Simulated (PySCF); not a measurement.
## Electronic structure of C4H13BO2Si (SMILES CC(C)(C)[SiH2]B(O)O) in real space

```yaml
atoms:
  - { symbol: C, position_ang: [-0.8671, 0.2529, -1.3699] }
  - { symbol: C, position_ang: [-0.8098, 0.2757, 0.1602] }
  - { symbol: C, position_ang: [-0.9976, 1.7090, 0.6674] }
  - { symbol: C, position_ang: [-1.8967, -0.6323, 0.7395] }
  - { symbol: Si, position_ang: [0.9057, -0.3486, 0.7230] }
  - { symbol: B, position_ang: [2.4479, 0.7399, -0.0511] }
  - { symbol: O, position_ang: [3.7385, 0.3011, -0.1294] }
  - { symbol: O, position_ang: [2.1829, 1.9877, -0.5211] }
  - { symbol: H, position_ang: [-1.8517, 0.6098, -1.7219] }
  - { symbol: H, position_ang: [-0.0996, 0.9070, -1.8128] }
  - { symbol: H, position_ang: [-0.7236, -0.7637, -1.7707] }
  - { symbol: H, position_ang: [-1.9800, 2.1001, 0.3481] }
  - { symbol: H, position_ang: [-0.9654, 1.7577, 1.7680] }
  - { symbol: H, position_ang: [-0.2213, 2.3827, 0.2736] }
  - { symbol: H, position_ang: [-2.8970, -0.2764, 0.4329] }
  - { symbol: H, position_ang: [-1.7930, -1.6716, 0.3890] }
  - { symbol: H, position_ang: [-1.8745, -0.6452, 1.8411] }
  - { symbol: H, position_ang: [0.9753, -0.3219, 2.2249] }
  - { symbol: H, position_ang: [1.0742, -1.7921, 0.3291] }
  - { symbol: H, position_ang: [3.8579, -0.5962, 0.1934] }
  - { symbol: H, position_ang: [2.9800, 2.4135, -0.8642] }
```

Geometry: PBE0-D3(BJ)/def2-SVP.

All numbers below come from PySCF 2.14.0, PBE0/pcSseg-1, SCF density, gas phase, non-relativistic.

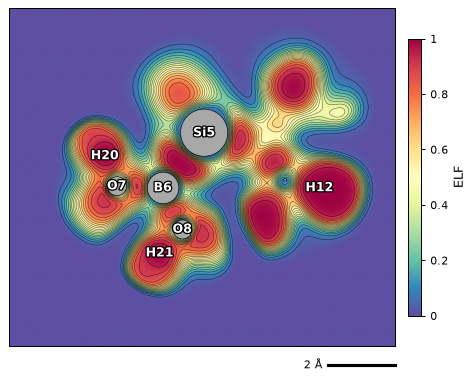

Figure 1. Electron localisation function on the plane of atoms B6, O8 and H21. Grey discs cover the atomic cores.

Q: What does the map show?

A: The section cuts through Si, B, O and H sites.
B–O (1.36 Å): the ELF peaks at about 0.90 between the atoms (a short, strongly polar bond).
Si–B (2.04 Å): the ELF peaks at about 1 between the atoms; a shared electron pair.
O–H (0.96 Å): the ELF climbs to about 1 towards the hydrogen, as it does in any bond to H (an ordinary covalent bond to hydrogen).
The ELF also peaks beside O8 and O7, away from the bonds: lone-pair regions.

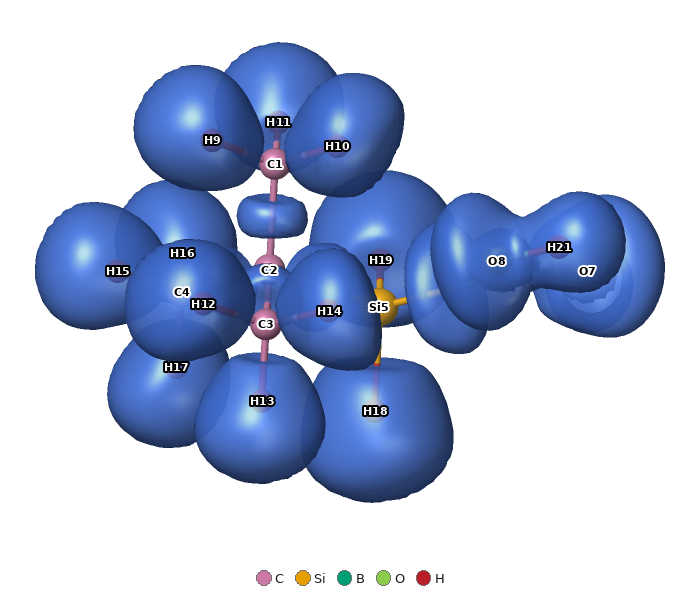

Figure 2. Isosurface of the ELF at 0.75 (blue), seen from one side. Core shells and regions of very low density are left out.

Q: Describe the localisation domains.

A: The surface consists of one region between bonded B–Si atoms (shared pairs), three regions between bonded C–C atoms (shared pairs), one region between bonded C–Si atoms (shared pairs), eleven regions around hydrogen nuclei and two joined regions spread over several atoms (H, O), in which their bonds and any lone pairs are merged.


 C–C (1.53 Å): the ELF peaks at about 0.95 between the atoms: a covalent bond.

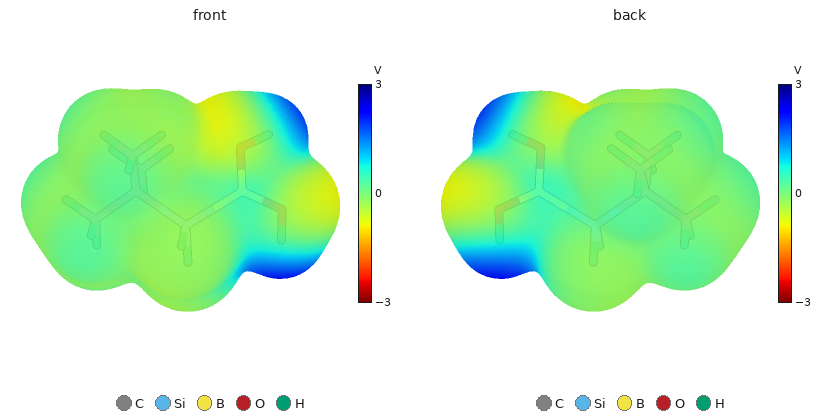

Figure 3. The electrostatic potential painted on the density surface at 0.001 e/bohr³, seen from the front and from behind; the colour scale runs from red (negative) to blue (positive).

Q: Where is the surface potential most negative and most positive?

A: The most negative region (about −0.8 V) lies over O7 and O8, the most positive (about +2.1 V) over H20.
